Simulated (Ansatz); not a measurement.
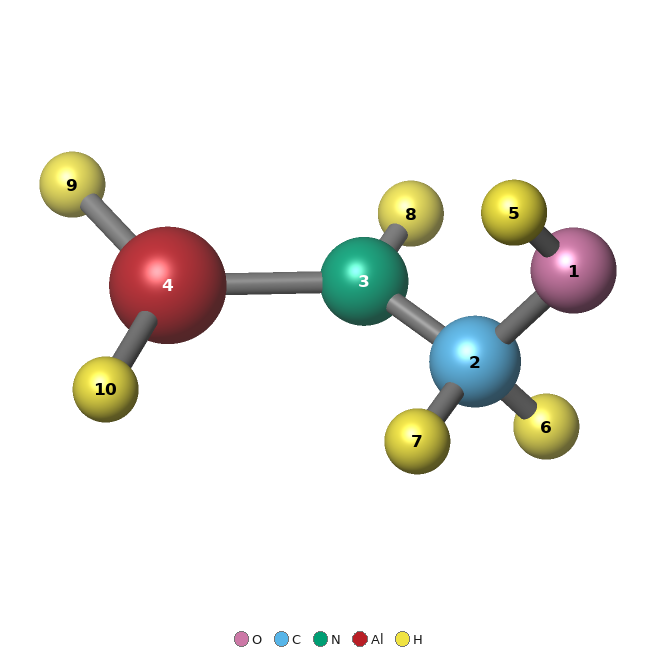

Numbered structure. The geometry was computed by an optimisation with PBE-D4/def2-SVP. No frequency run is at hand to confirm it as a minimum.

> Describe the coordination of atom 4.

Al4 has 3 neighbours (N3 at 1.80, H9 at 1.60, H10 at 1.60 Å); the arrangement is trigonal planar.

> Describe the coordination of atom 2.

C2 has 4 neighbours (O1 at 1.41, N3 at 1.45, H6 at 1.11, H7 at 1.12 Å); the arrangement is tetrahedral.

> How are the neighbours of atom 1 arranged?

O1 has 2 neighbours (C2 at 1.41, H5 at 0.98 Å); the arrangement is bent.

> How are the neighbours of atom 3 arranged?

N3 has 3 neighbours (C2 at 1.45, Al4 at 1.80, H8 at 1.03 Å); the arrangement is trigonal planar.

> What is the dihedral angle O1–C2–N3–Al4?

118° in size, that is anticlinal.
